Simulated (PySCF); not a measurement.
```yaml
atoms:
  - { symbol: C, position_ang: [-3.2391, -0.4904, -0.2124] }
  - { symbol: O, position_ang: [-1.9186, -0.3053, -0.5953] }
  - { symbol: Si, position_ang: [-0.6716, -0.1239, 0.4263] }
  - { symbol: O, position_ang: [0.4416, 0.0596, -0.7410] }
  - { symbol: C, position_ang: [1.7881, 0.2816, -0.6363] }
  - { symbol: C, position_ang: [2.2866, 0.3496, 0.7845] }
  - { symbol: O, position_ang: [1.5984, 0.2076, 1.7566] }
  - { symbol: O, position_ang: [3.5968, 0.5879, 0.8465] }
  - { symbol: H, position_ang: [-3.8336, -0.6764, -1.1076] }
  - { symbol: H, position_ang: [-3.3372, -1.3404, 0.4678] }
  - { symbol: H, position_ang: [-3.6249, 0.3973, 0.2962] }
  - { symbol: H, position_ang: [-0.8723, 1.0654, 1.2522] }
  - { symbol: H, position_ang: [-0.5082, -1.3386, 1.2224] }
  - { symbol: H, position_ang: [2.0525, 1.2282, -1.1297] }
  - { symbol: H, position_ang: [2.3411, -0.5216, -1.1453] }
  - { symbol: H, position_ang: [3.8927, 0.6283, 1.7715] }
```

Geometry: GFN2-xTB.

Computed with wB97X-D/def2-SVPD, SCF density, gas phase in PySCF 2.14.0.

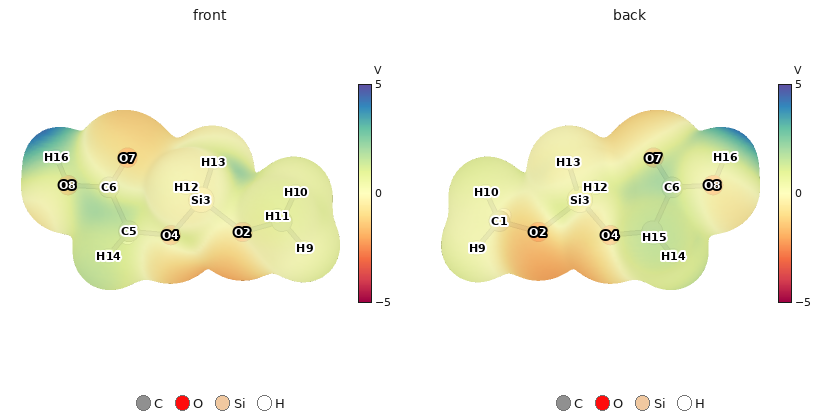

C$_{3}$H$_{8}$O$_{4}$Si (SMILES CO[SiH2]OCC(=O)O). The electrostatic potential painted on the density surface at 0.004 e/bohr³, seen from the front and from behind; the colour scale runs from red (negative) to blue (positive).

### Which sites attract a positive test charge, and which a negative one?

A positive charge is drawn to the negative regions and a negative charge to the positive ones. The most negative region (about −2.0 V) lies over O2, the most positive (about +4.1 V) over H16. O2 is the likeliest acceptor of a hydrogen bond.

### What dipole moment does the calculation give?

Its dipole moment is 2.39 D.
